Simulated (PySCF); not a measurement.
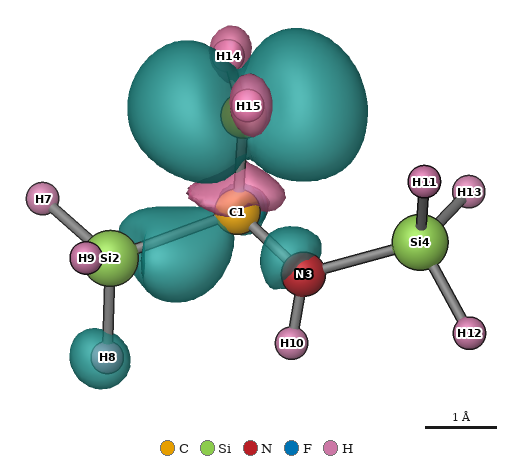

The picture shows: C2H9FNSi2 (SMILES [CH2]C(F)([SiH3])N[SiH3]) (doublet). Isosurfaces of the spin density at +0.015 (teal) and −0.015 e/Å³ (pink), seen at a tilt.

Geometry: PBE0-D3(BJ)/def2-SVP.

Method: UKS B3LYP, IGLO-III on C F N Si, pcH-1 on H, non-relativistic, mean-field spin-orbit, GIAO (PySCF).

```xyz
15

C    -0.4269    0.2944   -0.2989
Si   -2.1800   -0.4153    0.1177
N     0.5437   -0.7339   -0.2680
Si    2.2701   -0.4289   -0.1516
F    -0.5740    0.8326   -1.5974
C    -0.1211    1.3963    0.6312
H    -3.2162    0.6360   -0.0879
H    -2.4359   -1.5691   -0.8012
H    -2.2029   -0.8933    1.5311
H     0.2616   -1.5853   -0.7438
H     2.6521   -0.0222    1.2335
H     2.9146   -1.7356   -0.4758
H     2.7573    0.6203   -1.0974
H    -0.4146    2.4116    0.3608
H     0.1751    1.1707    1.6573
```

Which atoms carry the spin?

Answer. The unpaired spin (1 electron) lies mostly on C6 (about 0.7) and Si2 (about 0.1), in electrons by Hirshfeld's partition.
